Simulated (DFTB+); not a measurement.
Si2NH6: single-point calculation

The run: single-point calculation of Si2NH6, multiplicity 2, SMILES [SiH2]N[SiH3]. Method and program: GFN2-xTB, R-SCC, dispersion built in (DFTB+ 25.1).

The geometry comes from this level: PBE0-D4/def2-TZVP.

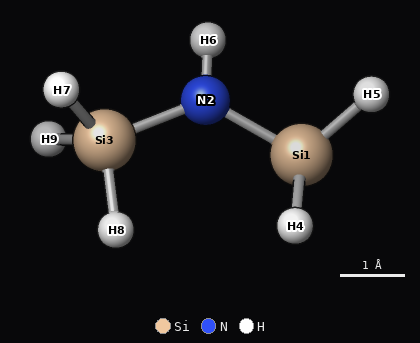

Figure 1. The structure (ball-and-stick view, seen at a tilt; atoms are numbered from 1 in the order of the input).

## The input (dftb_in.hsd)
```
Geometry = xyzFormat {
  <<< "geo.xyz"
}
Hamiltonian = xTB {
  Method = "GFN2-xTB"
  Charge = 0
  Filling = Fermi {
    Temperature [K] = 3000
  }
  SpinPolarisation = Colinear {
    UnpairedElectrons = 1
  }
  SpinConstants = {
    ShellResolvedSpin = No
    Si = 0.0
    N = 0.0
    H = 0.0
  }
}
Options = {
  WriteResultsTag = Yes
}
ParserOptions = {
  ParserVersion = 14
}
```

## File geo.xyz
```
9

Si    -1.200900     0.925300    -0.948400
N      0.196900     0.625800     0.025200
Si     0.611700    -0.820500     0.880200
H     -1.616500    -0.372000    -1.554500
H     -0.842900     1.913400    -2.010900
H      0.764100     1.439300     0.222200
H      1.982600    -1.276500     0.525400
H     -0.378200    -1.853400     0.488500
H      0.571600    -0.627700     2.355400
```

Command:
```bash
dftb+ > dftb.out
```

## Log
```
|  DFTB+ development version (commit: a23bfb2)

Reading input file 'dftb_in.hsd'
Parser version: 14

--------------------------------------------------------------------------------

Processed input in HSD format written to 'dftb_pin.hsd'

Starting initialization...
--------------------------------------------------------------------------------
OpenMP threads:              1
Chosen random seed:          427290569
Current stacksize:           unlimited
Mode:                        Static calculation
Self consistent charges:     Yes
SCC-tolerance:                 0.100000E-04
Max. scc iterations:                    100
Shell resolved Hubbard:      Yes
Spin polarisation:           Yes
Nr. of up electrons:            10.000000
Nr. of down electrons:           9.000000
Periodic boundaries:         No
Electronic solver:           Relatively robust
Mixer:                       Broyden mixer
Mixing parameter:                  0.200000
Nr. of chrg. vec. in memory:            100
Max. SCC-cycles:                        100
tblite library version:      0.3.0
-> parametrization:          GFN2-xTB
-> repulsion:                Yes
-> dispersion:               Yes
-> halogen bonding:          No
-> electrostatics:           Yes
   -> isotropic:             Yes
   -> anisotropic:           Yes
   -> third-order:           Yes
Electronic temperature:              0.950045E-02 H      0.258520E+00 eV
Initial charges:             Set automatically (system chrg:   0.000E+00)
Included shells:            Si:  s, p, d
                             N:  s, p
                             H:  s
Spin coupling constants:     Si  1(s)-1(s):   0.000000E+00
                             Si  1(s)-2(p):   0.000000E+00
                             Si  1(s)-3(d):   0.000000E+00
                             Si  2(p)-1(s):   0.000000E+00
                             Si  2(p)-2(p):   0.000000E+00
                             Si  2(p)-3(d):   0.000000E+00
                             Si  3(d)-1(s):   0.000000E+00
                             Si  3(d)-2(p):   0.000000E+00
                             Si  3(d)-3(d):   0.000000E+00
                             N   1(s)-1(s):   0.000000E+00
                             N   1(s)-2(p):   0.000000E+00
                             N   2(p)-1(s):   0.000000E+00
                             N   2(p)-2(p):   0.000000E+00
                             H   1(s)-1(s):   0.000000E+00
Extra options:
                             Mulliken analysis

--------------------------------------------------------------------------------

***  Geometry step: 0

 iSCC Total electronic   Diff electronic      SCC error
    1   -0.93198096E+01    0.00000000E+00    0.78898861E+00
    2   -0.76864810E+01   -0.93198096E+01    0.15086117E+01
    3   -0.94849324E+01    0.16333285E+01    0.26605569E+00
    4   -0.94940794E+01   -0.17984513E+01    0.15349892E+00
    5   -0.94968937E+01   -0.91470638E-02    0.76666512E-01
    6   -0.94969269E+01   -0.28142990E-02    0.77886728E-01
    7   -0.94964839E+01   -0.33164006E-04    0.23376677E-01
    8   -0.94962899E+01    0.44302246E-03    0.77859928E-02
    9   -0.94962405E+01    0.19402785E-03    0.21306912E-02
   10   -0.94962209E+01    0.49328723E-04    0.16904529E-02
   11   -0.94962463E+01    0.19654147E-04    0.10073651E-02
   12   -0.94962655E+01   -0.25416570E-04    0.31263475E-03
   13   -0.94962617E+01   -0.19249674E-04    0.11629244E-03
   14   -0.94962606E+01    0.38484162E-05    0.72120667E-04
   15   -0.94962599E+01    0.11015525E-05    0.41669571E-04
   16   -0.94962605E+01    0.67141184E-06    0.57250327E-05

Total Energy:                       -9.4159879741 H         -256.2221 eV
Extrapolated to 0K:                 -9.4167444097 H         -256.2427 eV
Total Mermin free energy:           -9.4175008454 H         -256.2632 eV
Force related energy:               -9.4175008454 H         -256.2632 eV

--------------------------------------------------------------------------------
--------------------------------------------------------------------------------
SCC                                    +       0.01 ( 89.1%)       0.01 ( 91.7%)
--------------------------------------------------------------------------------
Missing                                +       0.00 ( 10.9%)       0.00 (  8.3%)
Total                                  =       0.01 (100.0%)       0.01 (100.0%)
--------------------------------------------------------------------------------
```

## File band.out
```
 KPT            1  SPIN            1  KWEIGHT    1.0000000000000000
     1    -19.5521  1.00000
     2    -18.3844  1.00000
     3    -14.9934  1.00000
     4    -12.8262  1.00000
     5    -11.7777  1.00000
     6    -11.5963  1.00000
     7    -11.3256  1.00000
     8    -11.1914  1.00000
     9    -10.5487  1.00000
    10     -7.4525  0.98968
    11     -5.0566  0.00898
    12     -4.3602  0.00061
    13     -4.2835  0.00045
    14     -4.0823  0.00021
    15     -3.7807  0.00007
    16     -2.8413  0.00000
    17     -1.8499  0.00000
    18     -0.9604  0.00000
    19     -0.7051  0.00000
    20      0.6547  0.00000
    21      3.6272  0.00000
    22      9.2150  0.00000
    23     12.0572  0.00000
    24     15.3967  0.00000
    25     16.7550  0.00000
    26     17.7148  0.00000
    27     19.4505  0.00000
    28     20.3181  0.00000

 KPT            1  SPIN            2  KWEIGHT    1.0000000000000000
     1    -19.5521  1.00000
     2    -18.3844  1.00000
     3    -14.9934  1.00000
     4    -12.8262  1.00000
     5    -11.7777  0.99998
     6    -11.5963  0.99996
     7    -11.3256  0.99988
     8    -11.1914  0.99981
     9    -10.5487  0.99768
    10     -7.4525  0.00269
    11     -5.0566  0.00000
    12     -4.3602  0.00000
    13     -4.2835  0.00000
    14     -4.0823  0.00000
    15     -3.7807  0.00000
    16     -2.8413  0.00000
    17     -1.8499  0.00000
    18     -0.9604  0.00000
    19     -0.7051  0.00000
    20      0.6547  0.00000
    21      3.6272  0.00000
    22      9.2150  0.00000
    23     12.0572  0.00000
    24     15.3967  0.00000
    25     16.7550  0.00000
    26     17.7148  0.00000
    27     19.4505  0.00000
    28     20.3181  0.00000
```

## Results in brief

```json
{"quantity": "outcome", "value": "converged"}
{"quantity": "Mermin free energy", "value": "−9.417501 hartree"}
{"quantity": "basis functions", "value": "28"}
{"quantity": "dipole moment", "value": "0.77 D"}
{"quantity": "hardware", "value": "1 thread of Intel Xeon (Granite Rapids), 32 GiB of memory available, shared host"}
{"quantity": "peak memory", "value": "0.071 GiB"}
```

## Remarks

Settings chosen away from the usual ones: electronic_temperature. These settings are looser than, or depart from, a standard set-up, so the numbers are not reference values for this system. Further notes kept with the run: no spin polarisation.
